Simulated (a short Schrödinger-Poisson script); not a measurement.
System: symmetric double-gate stack, HfO2 on p-type Si(100), at 300 K.

| layer | material | thickness (nm) | Na (cm⁻³) |
|---|---|---|---|
| 1 | HfO2 | 4.6 | - |
| 2 | Si | 4 | 7e17 |
| 3 | HfO2 | 4.6 | - |

Constants are typed, rounded textbook-type inputs, not results; the design itself was drawn at random and stands for no fabricated device. HfO2: permittivity 22, conduction-band edge (eV) 1.55, gap (eV) 5.7, electron mass (mₑ) 0.2. Si: permittivity 11.7, conduction-band edge (eV) 0, gap (eV) 1.124, Nv at 300 K (cm⁻³) 3.1e19.

Channel valleys (confinement mass, in-plane density-of-states mass, number): Δ2 0.916, 0.19, 2; Δ4 0.19, 0.417, 4. At the gates, both at one voltage, the conduction-band edge of layer 1 lies 2.12 eV − eVg above the Fermi level of the channel. Gaps are held at their typed values at every temperature. Mesh 0.03 nm at interfaces.

Solved with a short Schrödinger-Poisson script written for these runs: 1D Poisson equation in equilibrium, electrons quantum, Hartree (BenDaniel-Duke, 12 states a valley, the channel's in-plane mass for all, wave functions ending at the dielectric), parabolic valleys, classical holes, full ionisation, no traps, pinning or gate leakage.

Only gate voltages with over 1e8 electrons/cm² are shown.

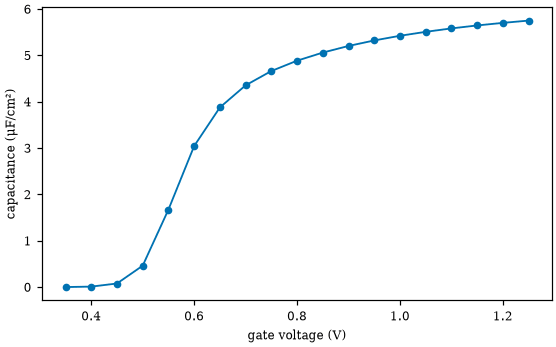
Fig. 1. Quasi-static capacitance against gate voltage

```
Vg (V)  electrons (cm⁻²)  C (μF/cm²)  Δ2 E0 (meV)  Δ2 E1 (meV)  Δ4 E0 (meV)  Δ4 E1 (meV)
------  ----------------  ----------  -----------  -----------  -----------  -----------
0.35              2.67e8     < 0.003        252.8        329.5        350.9        721.5
0.4               1.84e9      0.0116        202.9        279.5        300.9        671.5
0.45             1.26e10      0.0784        153.2        229.8        251.2        621.8
0.5              8.05e10       0.464        105.1        181.5        203.1        573.6
0.55             3.89e11        1.67         63.7        139.5        161.7        531.6
0.6              1.13e12        3.04         34.3        108.8        132.4        500.9
0.65             2.22e12        3.88         14.5         87.0        112.6        479.1
0.7              3.51e12        4.35          0.0         70.2         98.2        462.4
0.75             4.92e12        4.66        -11.5         56.3         86.8        448.7
0.8              6.41e12        4.89        -21.1         44.4         77.5        436.9
0.85             7.96e12        5.06        -29.3         33.8         69.6        426.6
0.9              9.57e12        5.20        -36.4         24.4         62.8        417.4
0.95             1.12e13        5.32        -42.8         15.8         56.8        409.1
1                1.29e13        5.42        -48.6          7.8         51.5        401.5
1.05             1.46e13        5.51        -53.8          0.5         46.8        394.5
1.1              1.63e13        5.58        -58.6         -6.5         42.5        388.1
1.15             1.81e13        5.65        -63.2        -13.0         38.6        382.0
1.2              1.98e13        5.70        -67.4        -19.2         34.9        376.3
1.25             2.16e13        5.75        -71.5        -25.1         31.6        370.9
```

Subbands count from the Fermi level. The capacitance is that of both gates.
